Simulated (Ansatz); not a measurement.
GeH₅O₂F: geometry relaxation

The run: geometry relaxation of GeH₅O₂F. Method and program: RKS PBE0/def2-SVP (Ansatz 0.2.0).

It belongs to a series of runs on one base structure; here: end point A relaxed. Figures and captions count atoms from 1; the log counts them from 0 in places.

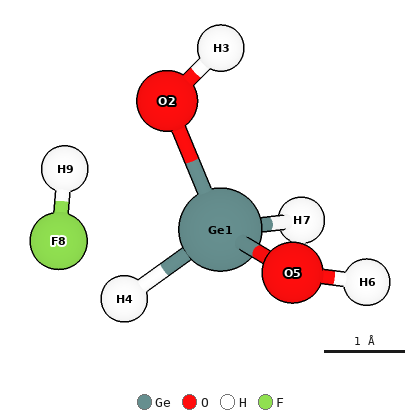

*The input geometry (ball-and-stick view, seen at a tilt; atoms are numbered from 1 in the order of the input). Sticks mark near contacts.*

Bond lengths as drawn: F–H 0.92 Å, Ge–H 1.52 to 1.55 Å, Ge–O 1.77 to 1.78 Å and H–O 0.96 Å.

## Key numbers

```json
{"quantity": "outcome", "value": "converged"}
{"quantity": "total energy", "value": "−63385.2016 eV"}
{"quantity": "mean-field energy", "value": "−63385.2016 eV"}
{"quantity": "largest force (length of the vector) at the end", "value": "0.015 eV/Å"}
{"quantity": "hardware", "value": "2 threads of Arm Neoverse V2, 24 GiB of memory available, shared host"}
{"quantity": "wall time", "value": "21 s (CPU time 41 s)"}
{"quantity": "peak memory", "value": "0.21 GiB"}
```

## Input
```yaml
crystal:
  periodic: [false, false, false]
  atoms:
    - { symbol: Ge, position_ang: [-0.140039, -0.137069, 0.012006] }
    - { symbol: O, position_ang: [-0.115555, -0.192527, 1.791225] }
    - { symbol: H, position_ang: [-0.987404, -0.313229, 2.181775] }
    - { symbol: H, position_ang: [1.316419, 0.009999, -0.393881] }
    - { symbol: O, position_ang: [-1.141886, 1.231991, -0.508636] }
    - { symbol: H, position_ang: [-1.914679, 0.947036, -1.000706] }
    - { symbol: H, position_ang: [-0.832401, -1.424212, -0.506179] }
    - { symbol: F, position_ang: [1.283919, 2.141289, 1.066782] }
    - { symbol: H, position_ang: [0.964527, 1.722823, 1.825214] }
basis:
  gaussian: { orbitals: def2-SVP }
hamiltonian:
  xc: pbe0
relax:
  f_tol: 0.03
  max_steps: 50
```

Command:
```bash
ansatz run input.yaml --threads 2 --pin off --max-ram 3072MiB --backend cpu --events-out ev --progress --plain --runs-dir out
```

## What the program printed
```
The last accepted step is kept in [file] (removed where the run ends without a failure and the disk answers)
Engine: ansatz 0.2.0, aarch64-unknown-linux-gnu
Functional definition: PBE0
  parameter a = 0.25
  parameter kappa = 0.804
  parameter beta = 0.06672455060314922
  exchange = (1 - a)*pbe_x(kappa = kappa, mu = beta*pi^2/3) + a*exact_x
  correlation = pbe_c(beta = beta)
1033 factors; integrals over basis functions are off by at most 3.2e-4 eV
mean field evaluation 1: about -63377.0353 eV, gradient 7.0e1 eV
mean field evaluation 2: about -63363.4653 eV, gradient 1.1e2 eV
mean field evaluation 4: about -63384.9521 eV, gradient 4.5e0 eV
mean field evaluation 8: about -63384.9982 eV, gradient 3.3e-2 eV
mean field -63384.99819770 eV, -2329.3557198706 hartree, gradient 2.2e-5 eV, S^2 0.000000; 0 other end points of the search recorded, 0 dependent functions left out
the calculation of the forces begins
reference -63384.99822100 eV, -2329.3557207269 hartree; 31, 31 occupied and 68, 68 virtual orbitals, 1033 factors
relax step   1: F+E_penalty+E_count = -63384.99819770 eV  Δ(F+E_penalty+E_count) = +0.000e0 eV  max|allowed force component| = 3.603e-1 eV/Å  Δτ_max = 0.0000 Å  (25 SCF iters, accepted)
these checks for a lower state are left out or cut short: starts, cluster_reference, orbital_swaps, neighbouring_geometries, increment
1033 factors; integrals over basis functions are off by at most 4.1e-4 eV
mean field evaluation 16: about -63384.5144 eV, gradient 1.4e1 eV
mean field -63385.06098586 eV, -2329.3580272930 hartree, gradient 1.3e-5 eV, S^2 0.000000; 0 other end points of the search recorded, 0 dependent functions left out
the calculation of the forces begins
reference -63385.06100887 eV, -2329.3580281385 hartree; 31, 31 occupied and 68, 68 virtual orbitals, 1033 factors
relax step   2: F+E_penalty+E_count = -63385.06098586 eV  Δ(F+E_penalty+E_count) = -6.279e-2 eV  max|allowed force component| = 1.352e0 eV/Å  Δτ_max = 0.1947 Å  (30 SCF iters, accepted)
these checks for a lower state are left out or cut short: starts, cluster_reference, orbital_swaps, neighbouring_geometries, increment
1033 factors; integrals over basis functions are off by at most 9.2e-4 eV
mean field -63385.14553490 eV, -2329.3611344128 hartree, gradient 2.7e-5 eV, S^2 0.000000; 0 other end points of the search recorded, 0 dependent functions left out
the calculation of the forces begins
reference -63385.14555780 eV, -2329.3611352543 hartree; 31, 31 occupied and 68, 68 virtual orbitals, 1033 factors
relax step   3: F+E_penalty+E_count = -63385.14553490 eV  Δ(F+E_penalty+E_count) = -8.455e-2 eV  max|allowed force component| = 7.682e-1 eV/Å  Δτ_max = 0.1902 Å  (28 SCF iters, accepted)
these checks for a lower state are left out or cut short: starts, cluster_reference, orbital_swaps, neighbouring_geometries, increment
1033 factors; integrals over basis functions are off by at most 6.9e-4 eV
mean field evaluation 32: about -63385.1100 eV, gradient 2.5e-1 eV
mean field -63385.11043670 eV, -2329.3598445779 hartree, gradient 5.7e-6 eV, S^2 0.000000; 0 other end points of the search recorded, 0 dependent functions left out
the calculation of the forces begins
reference -63385.11045960 eV, -2329.3598454192 hartree; 31, 31 occupied and 68, 68 virtual orbitals, 1033 factors
relax step   4: F+E_penalty+E_count = -63385.11043670 eV  Δ(F+E_penalty+E_count) = +3.510e-2 eV  max|allowed force component| = 9.867e-1 eV/Å  Δτ_max = 0.2000 Å  (29 SCF iters, rejected (line search))
these checks for a lower state are left out or cut short: starts, cluster_reference, orbital_swaps, neighbouring_geometries, increment
1033 factors; integrals over basis functions are off by at most 7.1e-4 eV
mean field -63385.18809611 eV, -2329.3626985086 hartree, gradient 8.6e-5 eV, S^2 0.000000; 0 other end points of the search recorded, 0 dependent functions left out
the calculation of the forces begins
reference -63385.18811896 eV, -2329.3626993483 hartree; 31, 31 occupied and 68, 68 virtual orbitals, 1033 factors
relax step   5: F+E_penalty+E_count = -63385.18809611 eV  Δ(F+E_penalty+E_count) = -4.256e-2 eV  max|allowed force component| = 1.476e-1 eV/Å  Δτ_max = 0.0970 Å  (25 SCF iters, accepted)
these checks for a lower state are left out or cut short: starts, cluster_reference, orbital_swaps, neighbouring_geometries, increment
1033 factors; integrals over basis functions are off by at most 6.3e-4 eV
mean field -63385.19455157 eV, -2329.3629357422 hartree, gradient 9.0e-5 eV, S^2 0.000000; 0 other end points of the search recorded, 0 dependent functions left out
the calculation of the forces begins
reference -63385.19457430 eV, -2329.3629365776 hartree; 31, 31 occupied and 68, 68 virtual orbitals, 1033 factors
relax step   6: F+E_penalty+E_count = -63385.19455157 eV  Δ(F+E_penalty+E_count) = -6.455e-3 eV  max|allowed force component| = 1.852e-1 eV/Å  Δτ_max = 0.0922 Å  (26 SCF iters, accepted)
these checks for a lower state are left out or cut short: starts, cluster_reference, orbital_swaps, neighbouring_geometries, increment
1033 factors; integrals over basis functions are off by at most 6.0e-4 eV
mean field -63385.19863616 eV, -2329.3630858482 hartree, gradient 6.6e-6 eV, S^2 0.000000; 0 other end points of the search recorded, 0 dependent functions left out
the calculation of the forces begins
reference -63385.19865885 eV, -2329.3630866821 hartree; 31, 31 occupied and 68, 68 virtual orbitals, 1033 factors
relax step   7: F+E_penalty+E_count = -63385.19863616 eV  Δ(F+E_penalty+E_count) = -4.085e-3 eV  max|allowed force component| = 9.991e-2 eV/Å  Δτ_max = 0.0893 Å  (29 SCF iters, accepted)
these checks for a lower state are left out or cut short: starts, cluster_reference, orbital_swaps, neighbouring_geometries, increment
1033 factors; integrals over basis functions are off by at most 6.1e-4 eV
mean field -63385.20053989 eV, -2329.3631558089 hartree, gradient 5.6e-6 eV, S^2 0.000000; 0 other end points of the search recorded, 0 dependent functions left out
the calculation of the forces begins
reference -63385.20056255 eV, -2329.3631566416 hartree; 31, 31 occupied and 68, 68 virtual orbitals, 1033 factors
relax step   8: F+E_penalty+E_count = -63385.20053989 eV  Δ(F+E_penalty+E_count) = -1.904e-3 eV  max|allowed force component| = 1.514e-1 eV/Å  Δτ_max = 0.0553 Å  (29 SCF iters, accepted)
these checks for a lower state are left out or cut short: starts, cluster_reference, orbital_swaps, neighbouring_geometries, increment
1033 factors; integrals over basis functions are off by at most 6.1e-4 eV
mean field evaluation 64: about -63385.2013 eV, gradient 2.0e-5 eV
mean field -63385.20131269 eV, -2329.3631842090 hartree, gradient 5.3e-6 eV, S^2 0.000000; 0 other end points of the search recorded, 0 dependent functions left out
the calculation of the forces begins
reference -63385.20133533 eV, -2329.3631850408 hartree; 31, 31 occupied and 68, 68 virtual orbitals, 1033 factors
relax step   9: F+E_penalty+E_count = -63385.20131269 eV  Δ(F+E_penalty+E_count) = -7.728e-4 eV  max|allowed force component| = 6.072e-2 eV/Å  Δτ_max = 0.0160 Å  (29 SCF iters, accepted)
these checks for a lower state are left out or cut short: starts, cluster_reference, orbital_swaps, neighbouring_geometries, increment
1033 factors; integrals over basis functions are off by at most 6.1e-4 eV
mean field -63385.20162547 eV, -2329.3631957032 hartree, gradient 6.1e-6 eV, S^2 0.000000; 0 other end points of the search recorded, 0 dependent functions left out
the calculation of the forces begins
reference -63385.20164812 eV, -2329.3631965358 hartree; 31, 31 occupied and 68, 68 virtual orbitals, 1033 factors
relax step  10: F+E_penalty+E_count = -63385.20162547 eV  Δ(F+E_penalty+E_count) = -3.128e-4 eV  max|allowed force component| = 1.428e-2 eV/Å  Δτ_max = 0.0230 Å  (29 SCF iters, accepted)
```

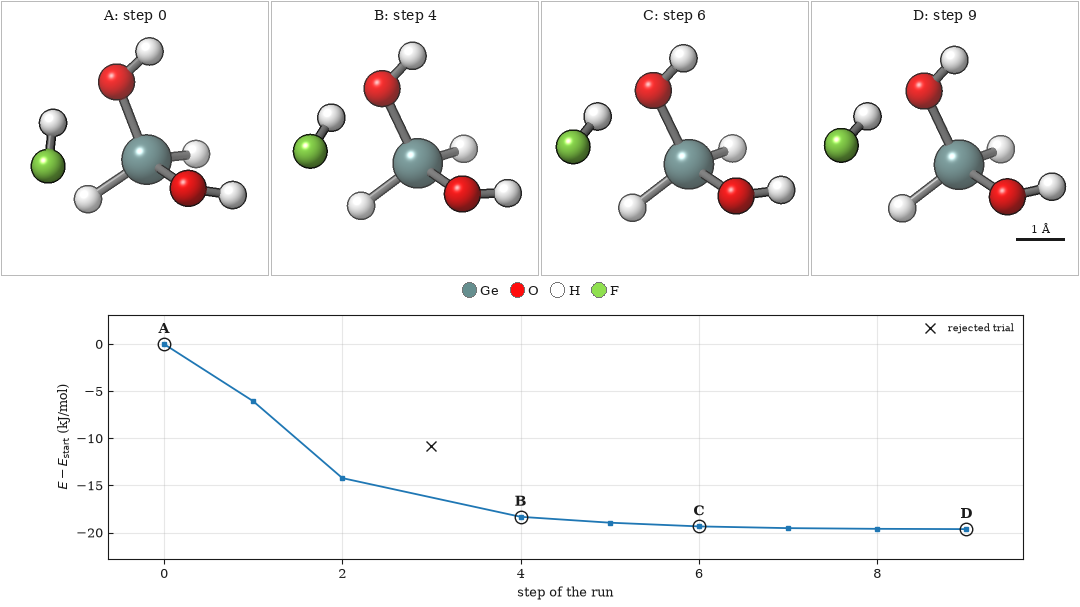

*Frames of the relaxation (ball-and-stick view, seen at a tilt) above the curves, on which the letters mark them (the first geometry is step 0 here and step 1 in the log).*

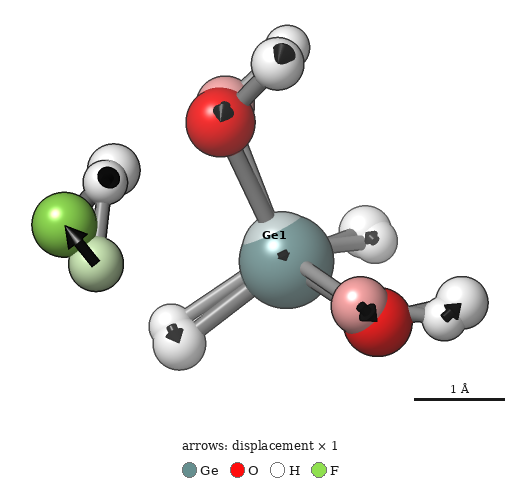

*Start (faint) and end (solid) with the displacements as black arrows, at true length (ball-and-stick view, seen at a tilt). The two geometries are laid on each other by the best rigid fit.*

The atom that moves furthest after the best rigid fit is F8 (0.56 Å). By element the largest moves are F 0.56 Å, H 0.38 Å, O 0.30 Å, Ge 0.12 Å. Among the contacts that change: Ge1–O2 1.780 → 1.802 Å, F8–H9 0.923 → 0.942 Å, Ge1–H7 1.551 → 1.540 Å, Ge1–O5 1.775 → 1.768 Å. Among the angles that change: H4–Ge1–O5 112.8° → 109.3°, O5–Ge1–H7 106.9° → 109.3°. After 9 geometry steps the energy has fallen by 19.6 kJ/mol. Largest force component: 0.36 eV/Å at the start, 0.014 eV/Å at the end. The line search rejected the trial step at point 3 (counted from 0) and went back. (Atoms are counted from 1 in the order of the input.)

```
1033 factors; integrals over basis functions are off by at most 6.1e-4 eV
mean field -63385.20162547 eV, -2329.3631957032 hartree, gradient 6.1e-6 eV, S^2 0.000000; 1 other end points of the search recorded, 0 dependent functions left out
the calculation of the forces begins
reference -63385.20164812 eV, -2329.3631965358 hartree; 31, 31 occupied and 68, 68 virtual orbitals, 1033 factors
Total energy: -63385.20164812 eV, -2329.3631965358 hartree
Atom 0 at    -0.152905    -0.126847    -0.106213 Å, force    -0.001963    -0.002631    -0.014276 eV/Å
Atom 1 at    -0.074888     0.065503     1.683879 Å, force     0.000296    -0.001481     0.004783 eV/Å
Atom 2 at    -0.931343     0.064491     2.125524 Å, force    -0.005997    -0.000149     0.007208 eV/Å
Atom 3 at     1.270902     0.125128    -0.573250 Å, force     0.007167     0.003733    -0.000591 eV/Å
Atom 4 at    -1.217108     1.115097    -0.778432 Å, force     0.001480     0.002025     0.001822 eV/Å
Atom 5 at    -2.116691     0.810610    -0.934901 Å, force    -0.000477     0.000277     0.001336 eV/Å
Atom 6 at    -0.743638    -1.518469    -0.401453 Å, force    -0.002678    -0.005478     0.001708 eV/Å
Atom 7 at     1.481139     2.081712     1.601577 Å, force     0.004276     0.004105     0.001697 eV/Å
Atom 8 at     0.917432     1.368876     1.850869 Å, force    -0.002105    -0.000402    -0.003688 eV/Å
Dipole moment:    -0.750855    -0.706720    -0.122992 e Å
```

## Trajectory as extended XYZ (Å, eV, eV/Å), 10 frames, from step=1 to step=10
```
9
Properties=species:S:1:pos:R:3:forces:R:3 step=1 energy=-63384.99820
Ge   -0.1400   -0.1371    0.0120   -0.1130  -0.1440  -0.2658
O    -0.1156   -0.1925    1.7912    0.1585   0.2874   0.2467
H    -0.9874   -0.3132    2.1818   -0.0122   0.0040  -0.0113
H     1.3164    0.0100   -0.3939    0.0229  -0.0210  -0.0597
O    -1.1419    1.2320   -0.5086    0.1304   0.0586   0.0731
H    -1.9147    0.9470   -1.0007   -0.1323  -0.0629  -0.0707
H    -0.8324   -1.4242   -0.5062    0.0285   0.0317   0.0097
F     1.2839    2.1413    1.0668    0.1409   0.2064  -0.0620
H     0.9645    1.7228    1.8252   -0.2238  -0.3603   0.1400
9
Properties=species:S:1:pos:R:3:forces:R:3 step=2 energy=-63385.06099
Ge   -0.1415   -0.1364   -0.0006   -0.0466   0.0073  -0.4216
O    -0.0784   -0.0964    1.7859    0.1033   0.2231   0.1209
H    -0.9375   -0.2548    2.1949    0.0601   0.0820   0.0390
H     1.3106   -0.0018   -0.4320    0.0054   0.0203  -0.0165
O    -1.1414    1.2249   -0.5450    0.0360  -0.0670   0.0136
H    -1.9347    0.9290   -1.0027   -0.0149   0.0015   0.0025
H    -0.8347   -1.4321   -0.4894    0.0165   0.0094   0.1290
F     1.3152    2.1959    1.1830   -0.9065  -1.3524   1.3013
H     0.8753    1.5577    1.7736    0.7466   1.0759  -1.1682
9
Properties=species:S:1:pos:R:3:forces:R:3 step=3 energy=-63385.14554
Ge   -0.1324   -0.1181   -0.0369    0.0477   0.1330  -0.4516
O    -0.0032    0.0368    1.7495   -0.4487  -0.3759   0.2429
H    -0.8440   -0.1168    2.2041    0.2004   0.1000   0.0022
H     1.3116    0.0106   -0.4975   -0.0280   0.0099  -0.0525
O    -1.1519    1.2158   -0.6088   -0.1401  -0.2003  -0.0822
H    -1.9708    0.8979   -1.0130    0.1757   0.0886   0.0934
H    -0.8334   -1.4403   -0.4376    0.0423   0.0478   0.1948
F     1.2807    2.1048    1.3418   -0.4200  -0.5713   0.4447
H     0.7764    1.3954    1.7661    0.5708   0.7682  -0.3917
9
Properties=species:S:1:pos:R:3:forces:R:3 step=4 energy=-63385.11044 accepted=F
Ge   -0.1401   -0.0322   -0.0825   -0.3441  -0.4363   0.6653
O    -0.0667    0.0058    1.7506    0.6111   0.4531  -0.7669
H    -0.9042   -0.0611    2.2078   -0.3790  -0.0157   0.0629
H     1.2837    0.1507   -0.5821   -0.0338   0.1094   0.0773
O    -1.2493    1.1897   -0.7351    0.9867   0.3056   0.4578
H    -2.0398    0.8093   -1.0922   -0.7575  -0.3654  -0.2736
H    -0.7579   -1.4274   -0.2757   -0.0464  -0.0559  -0.3402
F     1.4198    2.0268    1.4626   -0.0943  -0.0967   0.0256
H     0.8875    1.3245    1.8141    0.0573   0.1019   0.0918
9
Properties=species:S:1:pos:R:3:forces:R:3 step=5 energy=-63385.18810
Ge   -0.1398   -0.1136   -0.0661   -0.0271  -0.0197   0.1120
O    -0.0327    0.0181    1.7344   -0.0298  -0.0474  -0.1148
H    -0.8760   -0.0875    2.1903    0.0268   0.0326  -0.0177
H     1.2955    0.0464   -0.5400   -0.0004   0.0156  -0.0035
O    -1.1696    1.1965   -0.6615   -0.1476  -0.1205  -0.0958
H    -2.0064    0.8688   -1.0161    0.1331   0.0897   0.0760
H    -0.8181   -1.4612   -0.3958    0.0189   0.0235   0.0085
F     1.3363    2.1162    1.4204   -0.0633  -0.1155   0.1087
H     0.8437    1.4025    1.8019    0.0894   0.1418  -0.0733
9
Properties=species:S:1:pos:R:3:forces:R:3 step=6 energy=-63385.19455
Ge   -0.1503   -0.1189   -0.0810   -0.0025  -0.0201   0.1027
O    -0.0433    0.0279    1.7154    0.0389   0.0275  -0.0997
H    -0.8873   -0.0555    2.1719   -0.0271   0.0144   0.0065
H     1.2819    0.0605   -0.5578    0.0003   0.0227   0.0010
O    -1.1909    1.1714   -0.6992    0.1746   0.0228   0.0447
H    -2.0368    0.8412   -1.0083   -0.1852  -0.0309  -0.0516
H    -0.8101   -1.4764   -0.3970    0.0079  -0.0041  -0.0052
F     1.3943    2.1226    1.4918   -0.0131  -0.0153   0.0374
H     0.8753    1.4132    1.8317    0.0062  -0.0169  -0.0357
9
Properties=species:S:1:pos:R:3:forces:R:3 step=7 energy=-63385.19864
Ge   -0.1555   -0.1205   -0.0964   -0.0037  -0.0137   0.0428
O    -0.0560    0.0463    1.6953    0.0235   0.0458  -0.0073
H    -0.9044   -0.0036    2.1501    0.0045   0.0096  -0.0095
H     1.2730    0.0895   -0.5739   -0.0104   0.0131   0.0074
O    -1.2096    1.1456   -0.7421   -0.0983  -0.0729  -0.0338
H    -2.0800    0.8125   -0.9927    0.0999   0.0692   0.0400
H    -0.7895   -1.4935   -0.3906    0.0068  -0.0155  -0.0261
F     1.4459    2.1135    1.5642   -0.0020  -0.0096   0.0156
H     0.9091    1.3962    1.8538   -0.0201  -0.0260  -0.0290
9
Properties=species:S:1:pos:R:3:forces:R:3 step=8 energy=-63385.20054
Ge   -0.1577   -0.1232   -0.1048    0.0184   0.0120  -0.0299
O    -0.0675    0.0639    1.6839   -0.0255   0.0127   0.0445
H    -0.9200    0.0450    2.1345    0.0328   0.0064  -0.0167
H     1.2679    0.1170   -0.5781   -0.0169  -0.0032   0.0088
O    -1.2202    1.1261   -0.7706   -0.1514  -0.1079  -0.0204
H    -2.1078    0.7986   -0.9658    0.1495   0.0856   0.0350
H    -0.7634   -1.5104   -0.3943    0.0050   0.0036  -0.0119
F     1.4779    2.0946    1.6051   -0.0328  -0.0550   0.0207
H     0.9237    1.3744    1.8577    0.0208   0.0459  -0.0301
9
Properties=species:S:1:pos:R:3:forces:R:3 step=9 energy=-63385.20131
Ge   -0.1559   -0.1238   -0.1049    0.0088   0.0103  -0.0309
O    -0.0727    0.0668    1.6844   -0.0165   0.0016   0.0236
H    -0.9271    0.0588    2.1308    0.0135   0.0029  -0.0080
H     1.2692    0.1256   -0.5732   -0.0103  -0.0024   0.0043
O    -1.2228    1.1210   -0.7712   -0.0525  -0.0607  -0.0005
H    -2.1123    0.7975   -0.9533    0.0519   0.0434   0.0095
H    -0.7521   -1.5138   -0.4014    0.0056   0.0066   0.0016
F     1.4871    2.0826    1.6053   -0.0095  -0.0083   0.0009
H     0.9195    1.3715    1.8512    0.0090   0.0066  -0.0006
9
Properties=species:S:1:pos:R:3:forces:R:3 step=10 energy=-63385.20163
Ge   -0.1529   -0.1268   -0.1062   -0.0020  -0.0026  -0.0143
O    -0.0749    0.0655    1.6839    0.0003  -0.0015   0.0048
H    -0.9313    0.0645    2.1255   -0.0060  -0.0001   0.0072
H     1.2709    0.1251   -0.5733    0.0072   0.0037  -0.0006
O    -1.2171    1.1151   -0.7784    0.0015   0.0020   0.0018
H    -2.1167    0.8106   -0.9349   -0.0005   0.0003   0.0013
H    -0.7436   -1.5185   -0.4015   -0.0027  -0.0055   0.0017
F     1.4811    2.0817    1.6016    0.0043   0.0041   0.0017
H     0.9174    1.3689    1.8509   -0.0021  -0.0004  -0.0037
```
